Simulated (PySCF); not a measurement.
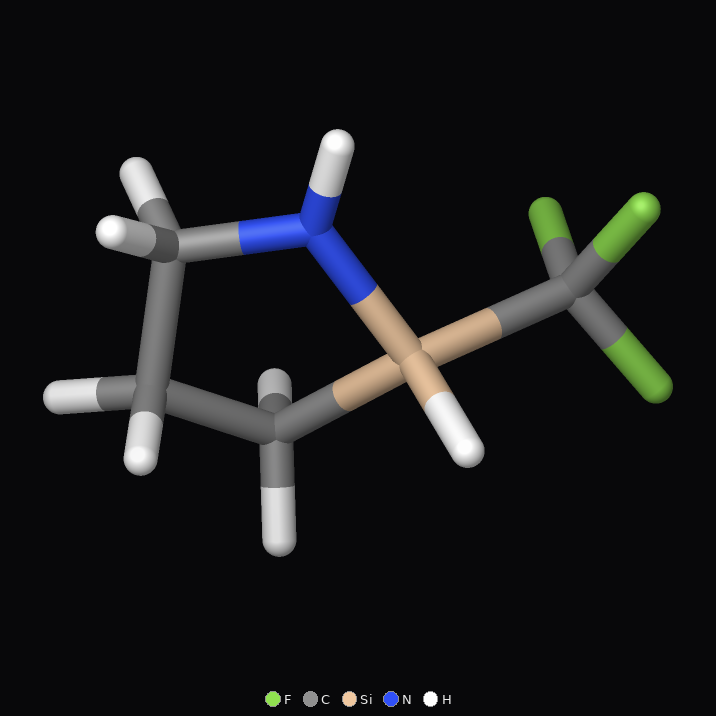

Stick drawing of a structure.

The geometry was computed by an optimisation with GFN2-xTB. No frequency run is at hand to confirm it as a minimum.

Describe the molecule.

The molecule is C₄H₈F₃NSi. As SMILES it reads `FC(F)(F)[Si@@H]1CCCN1`. Independent rings (smallest set): 1 of 5 members. Among its groups: C–F bond, Si–H bond, Si–N bond. The point group is C1. Coordination, clear cases only: 4 C tetrahedral; 1 N trigonal planar.

The parts below concern this one geometry. Atoms keep their numbers from picture to picture.

## Polarisability

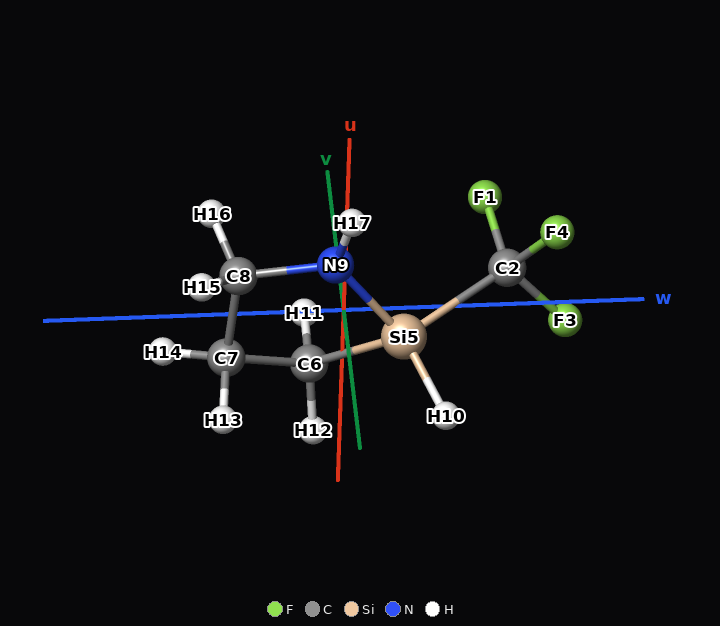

The lines u, v and w are the principal axes of the static dipole polarisability. No frequency run is at hand to confirm it as a minimum. Level of theory: PBE0/def2-SVPD (PySCF 2.14.0).

Along which axis is the molecule most polarisable, and along which least?

Answer. Most along w, least along v.

Give the three principal values.

Answer. u 76.9, v 71.4, w 92.3 bohr³; mean 80.2, anisotropy 18.8 bohr³.

## NMR shielding

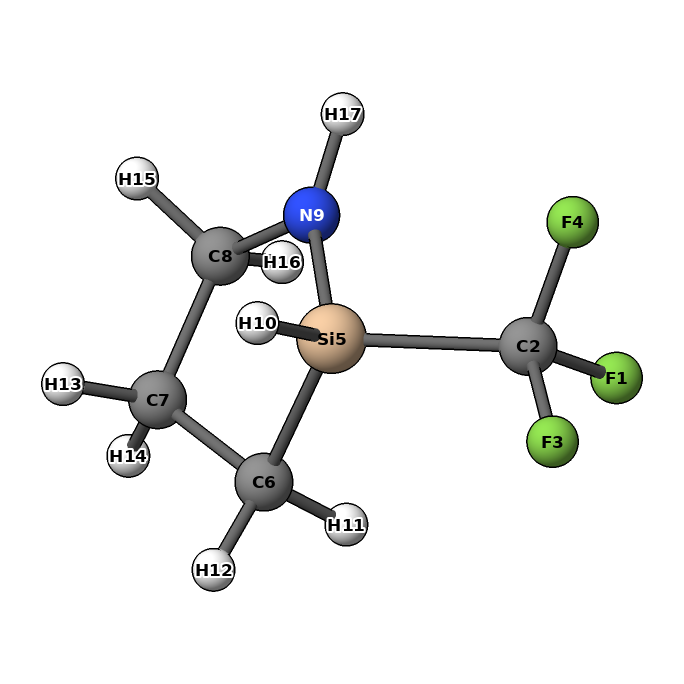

The questions are on isotropic NMR shieldings of the F atoms. No frequency run is at hand to confirm it as a minimum. Method: GIAO PBE0/pcSseg-1 NMR shielding, non-relativistic, gas phase (PySCF 2.14.0).

Give the isotropic NMR shieldings of the F atoms atom by atom.

```json
{"atom": "F1", "σ (ppm)": "255.6"}
{"atom": "F3", "σ (ppm)": "252.6"}
{"atom": "F4", "σ (ppm)": "248.7"}
```

## Bond orders

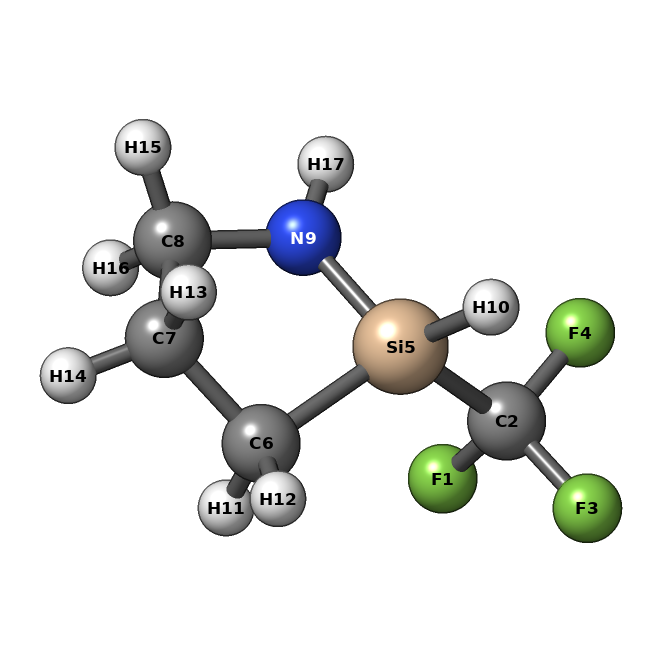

Every bond is drawn as one stick. No frequency run is at hand to confirm it as a minimum. Level of theory: PBE0/pcSseg-1 (PySCF 2.14.0).

List the Mayer bond orders of F1–C2, C2–F3, C2–F4, C2–Si5, Si5–C6, Si5–N9, C6–C7, C7–C8, C8–N9 (bonds between heavy atoms, one of each equivalent set).

```csv
bond,Mayer order,length (Å)
F1–C2,0.95,1.346
C2–F3,0.96,1.348
C2–F4,0.96,1.351
C2–Si5,0.78,1.940
Si5–C6,0.92,1.890
Si5–N9,1.05,1.701
C6–C7,1.03,1.529
C7–C8,1.03,1.531
C8–N9,0.95,1.454
```

The geometry is semi-empirical. Around Si such bond lengths and angles can be off by a tenth of an ångström or more and by several degrees, and values that hang on the shape move with them.
